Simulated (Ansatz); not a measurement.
**One shape, several levels: NH2 (SMILES [NH2])**

We compute a comparison of 6 runs (USVWN5/3-21G, UBLYP/6-31G*, RPA@PBE/3-21G, UBCCD(T)/6-31G*, UCCSD/6-31G*, UCCSD(T)/3-21G) of NH2. 

Program for the calculation: Ansatz 0.2.0.

48 further runs of the same task are left out: 48 set aside as unsound or not needed.

## 1. The molecule

NH2: 3 atoms, total charge 0, spin state doublet. SMILES: `[NH2]`. The H2–N1 distance was set to 2.028 Å, away from the relaxed value. At this shape a bond of the SMILES string is far longer than usual.

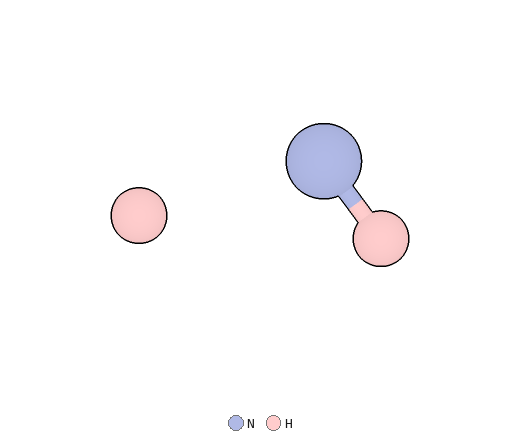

Viewed from a chosen angle; nitrogen light blue, hydrogen pink.

## 2. The energy at USVWN5/3-21G (run 1)

molecule.yaml reads:

```yaml
crystal:
  periodic: [false, false, false]
  atoms:
    - {symbol: N, position_ang: [0.458784, -1.184706, 0.128089]}
    - {symbol: H, position_ang: [0.155580, 0.820260, 0.174790]}
    - {symbol: H, position_ang: [-0.311156, -1.640536, -0.349571]}
basis:
  gaussian:
    orbitals: 3-21G.json
hamiltonian:
  xc: {name: SVWN5}
accuracy: high
magnetization:
  spin_polarized: true
  initial_magnetization: 1
```

The basis set 3-21G is read from a file made from the Basis Set Exchange's data (not shown).

Command:

```sh
$ ansatz run molecule.yaml --threads 1 --pin off --max-ram 2610MiB --events-out events.jsonl --progress --plain --runs-dir runs
```

Output:

```text
Warning: RAYON_NUM_THREADS=1 ignored (pool sized by the plan → 1); use --threads N
Functional definition: SVWN5
  name "SVWN5"
  exchange = slater_x
  correlation = vwn5_c
246 factors; integrals over basis functions are off by at most 8.4e-9 eV
mean field evaluation 1: about -1489.6950 eV, gradient 2.9e1 eV
mean field evaluation 2: about -1473.4091 eV, gradient 4.9e1 eV
mean field evaluation 4: about -1492.9611 eV, gradient 1.4e1 eV
mean field evaluation 8: about -1494.9867 eV, gradient 2.1e-1 eV
mean field evaluation 16: about -1494.9819 eV, gradient 6.3e-4 eV
mean field -1494.98192986 eV, -54.9395725872 hartree, gradient 4.3e-8 eV, S^2 1.109267; 0 other end points of the search recorded, 0 dependent functions left out
reference -1494.98193103 eV, -54.9395726301 hartree; 5, 4 occupied and 8, 9 virtual orbitals, 246 factors
Total energy: -1494.98193103 eV, -54.9395726301 hartree
```

Wall time 0.46 s (1 thread of Arm Neoverse V1, shared host).

## 3. A single-point energy at UBLYP/6-31G(d) (spherical functions) (run 2)

input.yaml reads:

```yaml
crystal:
  periodic: [false, false, false]
  atoms:
    - {symbol: N, position_ang: [0.458784, -1.184706, 0.128089]}
    - {symbol: H, position_ang: [0.155580, 0.820260, 0.174790]}
    - {symbol: H, position_ang: [-0.311156, -1.640536, -0.349571]}
basis:
  gaussian: {orbitals: 6-31G_st_-spherical.json}
hamiltonian: {xc: {name: BLYP}}
magnetization: {spin_polarized: true, initial_magnetization: 1}
accuracy: high
```

The basis set 6-31G* is read from a file made from the Basis Set Exchange's data (not shown).

Command:

```sh
$ ansatz run input.yaml --threads 1 --pin off --max-ram 2610MiB --events-out events.jsonl --progress --plain --runs-dir runs
```

Output:

```text
Warning: RAYON_NUM_THREADS=1 ignored (pool sized by the plan → 1); use --threads N
Functional definition: BLYP
  name "BLYP"
  parameter beta = 0.0042
  parameter a = 0.04918
  parameter b = 0.132
  parameter c = 0.2533
  parameter d = 0.349
  exchange = b88_x(beta = beta)
  correlation = lyp_c(a = a, b = b, c = c, d = d)
332 factors; integrals over basis functions are off by at most 3.9e-9 eV
mean field evaluation 1: about -1508.7373 eV, gradient 3.4e1 eV
mean field evaluation 2: about -1488.4869 eV, gradient 5.8e1 eV
mean field evaluation 4: about -1515.4518 eV, gradient 8.2e0 eV
mean field evaluation 8: about -1516.1732 eV, gradient 5.4e-1 eV
mean field evaluation 16: about -1516.1829 eV, gradient 7.2e-5 eV
mean field -1516.18292201 eV, -55.7186946781 hartree, gradient 2.2e-8 eV, S^2 1.199335; 0 other end points of the search recorded, 0 dependent functions left out
reference -1516.18295297 eV, -55.7186958158 hartree; 5, 4 occupied and 13, 14 virtual orbitals, 332 factors
Total energy: -1516.18295297 eV, -55.7186958158 hartree
```

It took 0.77 s on 1 thread of Arm Neoverse V1, shared host.

## 4. A single-point energy at RPA@PBE/3-21G (run 3)

run.yaml reads:

```yaml
crystal:
  periodic: [false, false, false]
  atoms:
    - {symbol: "N", position_ang: [0.458784, -1.184706, 0.128089]}
    - {symbol: H, position_ang: [0.155580, 0.820260, 0.174790]}
    - {symbol: H, position_ang: [-0.311156, -1.640536, -0.349571]}
basis:
  gaussian: {orbitals: 3-21G.json}
magnetization: {spin_polarized: true, initial_magnetization: 1}
hamiltonian: {xc: {name: PBE}}
correlation: {method: rpa, frozen_orbitals: {H: 0, "N": 1}}
accuracy: high
```

The basis set 3-21G is read from a file made from the Basis Set Exchange's data (not shown).

Command:

```sh
$ ansatz run run.yaml --threads 1 --pin off --max-ram 2610MiB --events-out events.jsonl --progress --plain --runs-dir runs
```

Output, cut to the lines that bear on the results:

```text
Warning: RAYON_NUM_THREADS=1 ignored (pool sized by the plan → 1); use --threads N
Functional definition: PBE
  name "PBE"
[...]
246 factors; integrals over basis functions are off by at most 8.4e-9 eV
[...]
mean field -1506.33049476 eV, -55.3566246549 hartree, gradient 3.9e-8 eV, S^2 1.259240; 3 other end points of the search recorded, 0 dependent functions left out
1 core orbitals not correlated: weight in the atoms' cores, before any rotation towards them, 1.000 or more for the frozen orbitals, at most 0.000 for the correlated occupied ones
reference -1499.94714130 eV, -55.1220407420 hartree; 4, 3 occupied and 8, 9 virtual orbitals, 246 factors
Total energy: -1504.31649777 eV, -55.2826116306 hartree
```

It took 1.3 s on 1 thread of Arm Neoverse V1, shared host.

Runs 4 to 5 aren't shown in full; the table further down has their settings and results.

## 5. A single-point energy at UCCSD(T)/3-21G (run 6)

input.yaml reads:

```yaml
crystal:
  periodic: [false, false, false]
  atoms:
    - {symbol: "N", position_ang: [0.458784, -1.184706, 0.128089]}
    - {symbol: H, position_ang: [0.155580, 0.820260, 0.174790]}
    - {symbol: H, position_ang: [-0.311156, -1.640536, -0.349571]}
basis:
  gaussian:
    orbitals: 3-21G.json
magnetization:
  spin_polarized: true
  initial_magnetization: 1
correlation:
  method: ccsd_t
  frozen_orbitals: {H: 0, "N": 1}
accuracy: high
scf:
  omitted_lower_state_checks: [cluster_reference, increment]
```

The basis set 3-21G is read from a file made from the Basis Set Exchange's data (not shown).

Command:

```sh
$ ansatz run input.yaml --threads 1 --pin off --max-ram 2610MiB --events-out events.jsonl --progress --plain --runs-dir runs
```

Output:

```text
Warning: RAYON_NUM_THREADS=1 ignored (pool sized by the plan → 1); use --threads N
[... 17 lines left out ...]
1 core orbitals not correlated: weight in the atoms' cores, before any rotation towards them, 1.000 or more for the frozen orbitals, at most 0.000 for the correlated occupied ones
[... 48 lines left out ...]
Total energy: -1503.01997823 eV, -55.2349654164 hartree
Checks for a lower state left out: cluster_reference, increment
```

Run time: 0.4 s. Hardware: 1 thread of Arm Neoverse V1, shared host.

## 6. The series

```tsv
run	level	frozen core orbitals	energy (Eh)	⟨S²⟩	wall time
1	USVWN5/3-21G	–	-54.939573	1.109	0.46 s
2	UBLYP/6-31G* (spherical functions)	–	-55.718696	1.199	0.77 s
3	RPA@PBE/3-21G	1	-55.282612	1.259	1.3 s
4	UBCCD(T)/6-31G* (spherical functions)	1	-55.586783	1.651	0.64 s
5	UCCSD/6-31G* (spherical functions)	1	-55.582776	1.651	0.44 s
6	UCCSD(T)/3-21G	1	-55.234965	1.650	0.4 s
```

## 7. What came out

```
                                         quantity         value
                              run 6: total energy  -55.23497 Eh
run 6: correlation energy (1 core orbital frozen)     -77.8 mEh
                            run 6: (T) correction     -2.51 mEh
         run 6: ⟨S²⟩ of the reference determinant         1.650
                             run 6: T1 diagnostic         0.056
```

In words: Totals of different functionals can't be ranked against each other. Spin contamination of the reference: run 4 ⟨S²⟩ = 1.65, run 5 ⟨S²⟩ = 1.65, run 6 ⟨S²⟩ = 1.65, run 3 ⟨S²⟩ = 1.26, run 2 ⟨S²⟩ = 1.20, run 1 ⟨S²⟩ = 1.11. Where it is this large, the reference is a mixture of spin states, and values that rest on it are in doubt. All runs together took 4 s, the longest 1.3 s.
